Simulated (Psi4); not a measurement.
**Run report: CH4ClGeO, single-point calculation (part 1 of 2)**

System: CH4ClGeO, multiplicity 2.
Method: CCSD/6-31G*, UHF (Psi4 1.11).

A bond length was changed on purpose from its optimised value.

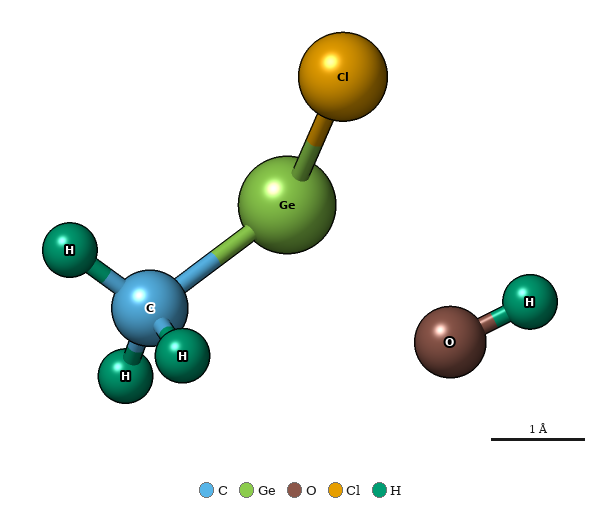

Fig. 1: The input geometry (ball-and-stick view, seen at a tilt). Sticks mark near contacts. Bond lengths as drawn: Cl–Ge 2.18 Å, C–Ge 1.96 Å, C–H 1.09 Å and H–O 0.96 Å.

### Input file (ch4clgeo.dat)
```
memory 2.2 GB

molecule {
  0 2
  C     -0.342823     1.520425    -0.228087
  Ge    -1.074323    -0.268175     0.090513
  O      0.714600    -1.504600     0.880000
  Cl    -1.659923    -1.146775    -1.821587
  H      0.006677     1.937725     0.715913
  H      0.494077     1.407925    -0.919787
  H     -1.107623     2.161525    -0.663087
  H      0.584600    -2.453200     0.797100
  symmetry c1
  no_reorient
  no_com
}

set {
  basis 6-31G*
  reference uhf
  puream true
  e_convergence 1e-09
  d_convergence 1e-08
  scf_type pk
  num_frozen_docc 16
  maxiter 100
}

energy_value = energy("ccsd")
```

Hardware: 1 thread of Intel Xeon (Granite Rapids), 32 GiB of memory available, shared host.

Launched with:
```bash
psi4 ch4clgeo.dat ch4clgeo.out -n 1
```

### Log
```
Psi4 1.11 release

   => Loading Basis Set <=

    Name: 6-31G*
    Role: ORBITAL
    Keyword: BASIS

         ---------------------------------------------------------
                                   SCF
                              UHF Reference
                        1 Threads,   2098 MiB Core
         ---------------------------------------------------------

  ==> Geometry <==

    Molecular point group: c1
    Full point group: C1

    Geometry (in Angstrom), charge = 0, multiplicity = 2:

       Center              X                  Y                   Z               Mass
    ------------   -----------------  -----------------  -----------------  -----------------
         C           -0.342823000000     1.520425000000    -0.228087000000    12.000000000000
         GE          -1.074323000000    -0.268175000000     0.090513000000    73.921177761000
         O            0.714600000000    -1.504600000000     0.880000000000    15.994914619570
         CL          -1.659923000000    -1.146775000000    -1.821587000000    34.968852682000
         H            0.006677000000     1.937725000000     0.715913000000     1.007825032230
         H            0.494077000000     1.407925000000    -0.919787000000     1.007825032230
         H           -1.107623000000     2.161525000000    -0.663087000000     1.007825032230
         H            0.584600000000    -2.453200000000     0.797100000000     1.007825032230

  Running in c1 symmetry.

  Rotational constants: A =      0.11352  B =      0.04729  C =      0.04122 [cm^-1]
  Rotational constants: A =   3403.22965  B =   1417.75510  C =   1235.62591 [MHz]
  Nuclear repulsion =  339.881612283033803

  Charge       = 0
  Multiplicity = 2
  Electrons    = 67
  Nalpha       = 34
  Nbeta        = 33

  ==> Algorithm <==

  SCF Algorithm Type is PK.
  DIIS enabled.
  MOM disabled.
  Fractional occupation disabled.
  Guess Type is SAD.
  Energy threshold   = 1.00e-09
  Density threshold  = 1.00e-08
  Integral threshold = 1.00e-12

  ==> Primary Basis <==

  Basis Set: 6-31G*
    Blend: 6-31G*
    Number of shells: 40
    Number of basis functions: 86
    Number of Cartesian functions: 92
    Spherical Harmonics?: true
    Max angular momentum: 2

  ==> Integral Setup <==

  Using in-core PK algorithm.
   Calculation information:
      Number of atoms:                   8
      Number of AO shells:              40
      Number of primitives:            116
      Number of atomic orbitals:        92
      Number of basis functions:        86

      Integral cutoff                 1.00e-12
      Number of threads:                 1

  Performing in-core PK
  Using 13998822 doubles for integral storage.
  We computed 282917 shell quartets total.
  Whereas there are 336610 unique shell quartets.

  ==> DiskJK: Disk-Based J/K Matrices <==

    J tasked:                  Yes
    K tasked:                  Yes
    wK tasked:                  No
    Memory [MiB]:             1573
    Schwarz Cutoff:          1E-12

  Minimum eigenvalue in the overlap matrix is 1.9472270045E-02.
  Reciprocal condition number of the overlap matrix is 4.1127369177E-03.
    Using symmetric orthogonalization.

  ==> Pre-Iterations <==

  SCF Guess: Superposition of Atomic Densities via on-the-fly atomic UHF (no occupation information).

   -------------------------
    Irrep   Nso     Nmo
   -------------------------
     A         86      86
   -------------------------
    Total      86      86
   -------------------------

  ==> Iterations <==

                        Total Energy        Delta E     RMS |[F,P]|

   @UHF iter SAD: -2644.36554216702962   -2.64437e+03   0.00000e+00
   @UHF iter   1: -2648.51254521811552   -4.14700e+00   2.68010e-02 ADIIS/DIIS
   @UHF iter   2: -2649.12987734855324   -6.17332e-01   1.97887e-02 ADIIS/DIIS
   @UHF iter   3: -2649.58315746413700   -4.53280e-01   1.48932e-03 ADIIS/DIIS
   @UHF iter   4: -2649.58976443306210   -6.60697e-03   2.98742e-04 ADIIS/DIIS
   @UHF iter   5: -2649.59102594170326   -1.26151e-03   1.91353e-04 ADIIS/DIIS
   @UHF iter   6: -2649.59182894549167   -8.03004e-04   1.40857e-04 ADIIS/DIIS
   @UHF iter   7: -2649.59248493751238   -6.55992e-04   1.34750e-04 ADIIS/DIIS
   @UHF iter   8: -2649.59281476004662   -3.29823e-04   1.28028e-04 ADIIS/DIIS
   @UHF iter   9: -2649.59399446452062   -1.17970e-03   1.24408e-04 ADIIS/DIIS
   @UHF iter  10: -2649.59603582866112   -2.04136e-03   8.83567e-05 DIIS
   @UHF iter  11: -2649.59599851174789    3.73169e-05   7.37647e-05 DIIS
   @UHF iter  12: -2649.59659739807603   -5.98886e-04   6.22878e-05 DIIS
   @UHF iter  13: -2649.59630674239997    2.90656e-04   7.01667e-05 DIIS
   @UHF iter  14: -2649.59668817604006   -3.81434e-04   1.73835e-05 DIIS
   @UHF iter  15: -2649.59669680767320   -8.63163e-06   1.87938e-05 DIIS
   @UHF iter  16: -2649.59671205601489   -1.52483e-05   1.10436e-05 DIIS
   @UHF iter  17: -2649.59671008122405    1.97479e-06   1.54295e-05 DIIS
   @UHF iter  18: -2649.59672031672244   -1.02355e-05   6.89926e-06 DIIS
   @UHF iter  19: -2649.59672142166482   -1.10494e-06   5.80781e-06 DIIS
   @UHF iter  20: -2649.59672247355320   -1.05189e-06   1.92282e-06 DIIS
   @UHF iter  21: -2649.59672262995537   -1.56402e-07   6.08358e-07 DIIS
   @UHF iter  22: -2649.59672264769824   -1.77429e-08   2.41989e-07 DIIS
   @UHF iter  23: -2649.59672264932851   -1.63027e-09   8.83894e-08 DIIS
   @UHF iter  24: -2649.59672264952633   -1.97815e-10   3.26240e-08 DIIS
   @UHF iter  25: -2649.59672264954952   -2.31921e-11   1.58382e-08 DIIS
   @UHF iter  26: -2649.59672264955043   -9.09495e-13   7.60499e-09 DIIS
  Energy and wave function converged.

  ==> Post-Iterations <==

   @Spin Contamination Metric:   1.950140966E-01
   @S^2 Expected:                7.500000000E-01
   @S^2 Observed:                9.450140966E-01
   @S   Expected:                5.000000000E-01
   @S   Observed:                5.000000000E-01

    Orbital Energies [Eh]
    ---------------------

    Alpha Occupied:

       1A   -405.297547     2A   -104.801128     3A    -52.231024
       4A    -46.321793     5A    -46.320430     6A    -46.319170
       7A    -20.599980     8A    -11.241688     9A    -10.541095
      10A     -8.009869    11A     -8.006854    12A     -8.006123
      13A     -7.257260    14A     -5.233081    15A     -5.229344
      16A     -5.224460    17A     -1.684804    18A     -1.682900
      19A     -1.678711    20A     -1.677773    21A     -1.676219
      22A     -1.333069    23A     -1.079092    24A     -0.971250
      25A     -0.683305    26A     -0.635004    27A     -0.590356
      28A     -0.588061    29A     -0.568759    30A     -0.516609
      31A     -0.495768    32A     -0.464990    33A     -0.456300
      34A     -0.351771

    Alpha Virtual:

      35A      0.081778    36A      0.126455    37A      0.164356
      38A      0.208663    39A      0.260339    40A      0.265543
      41A      0.283517    42A      0.333602    43A      0.357217
      44A      0.389058    45A      0.417116    46A      0.553102
      47A      0.593099    48A      0.601011    49A      0.638883
      50A      0.670163    51A      0.695090    52A      0.711583
      53A      0.802782    54A      0.841586    55A      0.867433
      56A      0.905164    57A      1.022252    58A      1.113066
      59A      1.147471    60A      1.148758    61A      1.162622
      62A      1.171261    63A      1.202115    64A      1.226052
      65A      1.256633    66A      1.265009    67A      1.281829
      68A      1.411066    69A      1.443101    70A      1.503983
      71A      1.716184    72A      1.992015    73A      2.012185
      74A      2.050049    75A      2.072453    76A      2.098774
      77A      2.204925    78A      2.411858    79A      2.567249
      80A      2.568831    81A      2.805565    82A      3.799563
      83A      3.834996    84A      3.840558    85A      3.941802
      86A      3.945591

    Beta Occupied:

       1A   -405.296608     2A   -104.800625     3A    -52.230281
       4A    -46.321210     5A    -46.320205     6A    -46.318509
       7A    -20.571600     8A    -11.238877     9A    -10.540560
      10A     -8.008490    11A     -8.006531    12A     -8.005315
      13A     -7.254715    14A     -5.230830    15A     -5.228621
      16A     -5.222426    17A     -1.684126    18A     -1.681952
      19A     -1.677326    20A     -1.676545    21A     -1.675001
      22A     -1.234515    23A     -1.074526    24A     -0.962861
      25A     -0.656953    26A     -0.608777    27A     -0.584557
      28A     -0.582784    29A     -0.488340    30A     -0.479657
      31A     -0.458802    32A     -0.455925    33A     -0.349730

    Beta Virtual:

      34A      0.011339    35A      0.130353    36A      0.140548
      37A      0.170384    38A      0.220483    39A      0.265282
      40A      0.272955    41A      0.293503    42A      0.351754
      43A      0.365628    44A      0.385720    45A      0.422049
      46A      0.558823    47A      0.600951    48A      0.606100
      49A      0.665387    50A      0.678210    51A      0.699641
      52A      0.724802    53A      0.806317    54A      0.845723
      55A      0.871262    56A      0.907612    57A      1.032655
      58A      1.125671    59A      1.152455    60A      1.159129
      61A      1.166388    62A      1.173786    63A      1.213359
      64A      1.249626    65A      1.265115    66A      1.280285
      67A      1.324476    68A      1.423995    69A      1.470170
      70A      1.507314    71A      1.752066    72A      2.004153
      73A      2.019050    74A      2.063103    75A      2.120587
      76A      2.155492    77A      2.253942    78A      2.422919
      79A      2.570468    80A      2.571794    81A      2.825650
      82A      3.805893    83A      3.839258    84A      3.846119
      85A      3.943788    86A      3.948708

    Final Occupation by Irrep:
              A
    DOCC [    33 ]
    SOCC [     1 ]
    NA   [    34 ]
    NB   [    33 ]

  @UHF Final Energy: -2649.59672264955043

   => Energetics <=

    Nuclear Repulsion Energy =            339.8816122830338031
    One-Electron Energy =               -4364.2533002784584824
    Two-Electron Energy =                1374.7749653458740795
    Total Energy =                      -2649.5967226495504292

  UHF NO Occupations:
  HONO-2 :   32  A 1.9987766
  HONO-1 :   33  A 1.9008529
  HONO-0 :   34  A 1.0000000
  LUNO+0 :   35  A 0.0991471
  LUNO+1 :   36  A 0.0012234
  LUNO+2 :   37  A 0.0007825
  LUNO+3 :   38  A 0.0004382

Computation Completed

Properties will be evaluated at   0.000000,   0.000000,   0.000000 [a0]

Properties computed using the SCF density matrix

 Multipole Moments:

 ------------------------------------------------------------------------------------
     Multipole            Electronic (a.u.)      Nuclear  (a.u.)        Total (a.u.)
 ------------------------------------------------------------------------------------

 L = 1.  Multiply by 2.5417464519 to convert [e a0] to [Debye]
 Dipole X            :        111.2844037         -111.4171828           -0.1327791
 Dipole Y            :         53.3482871          -52.7933733            0.5549139
 Dipole Z            :         42.9085445          -42.4601543            0.4483902
 Magnitude           :                                                    0.7256814

 ------------------------------------------------------------------------------------

	total time  =          3 seconds =       0.05 minutes
 MINTS: Wrapper to libmints.

   Calculation information:
      Number of threads:                 1
      Number of atoms:                   8
      Number of AO shells:              40
      Number of SO shells:              40
      Number of primitives:            116
      Number of atomic orbitals:        92
      Number of basis functions:        86
```
